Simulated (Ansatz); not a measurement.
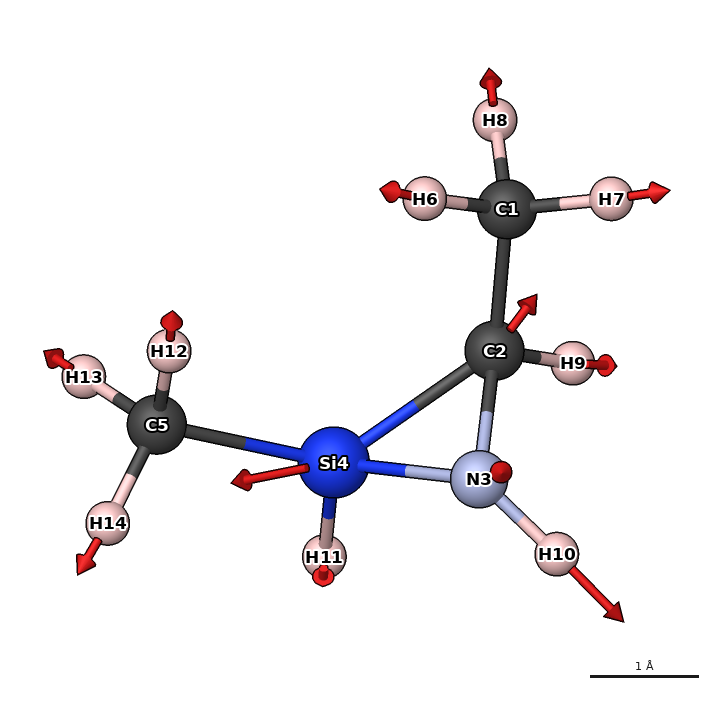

Arrows show the forces on the atoms, 2 Å of arrow for 1 eV/Å; forces under a tenth of the largest aren't drawn. Level of theory: PBE-D4/def2-TZVPP (Ansatz 0.2.0).

**Along which bond is the force strongest?**

N3–Si4, now 1.724 Å: the forces push its atoms apart, so a first step downhill lengthens it.

List the force components in the frame of the picture (x right, y up, z towards the viewer), in eV/Å.

```tsv
atom	Fx	Fy	Fz
C1	−0.02	0.02	−0.01
C2	0.13	0.17	−0.08
N3	0.02	−0.03	0.45
Si4	−0.36	−0.07	−0.24
C5	0.02	−0.01	0.00
H6	−0.15	0.03	0.16
H7	0.20	0.03	0.10
H8	−0.02	0.17	−0.13
H9	0.15	−0.01	−0.19
H10	0.25	−0.25	−0.02
H11	0.00	−0.09	−0.14
H12	0.01	0.13	0.16
H13	−0.13	0.08	−0.13
H14	−0.10	−0.17	0.08
```
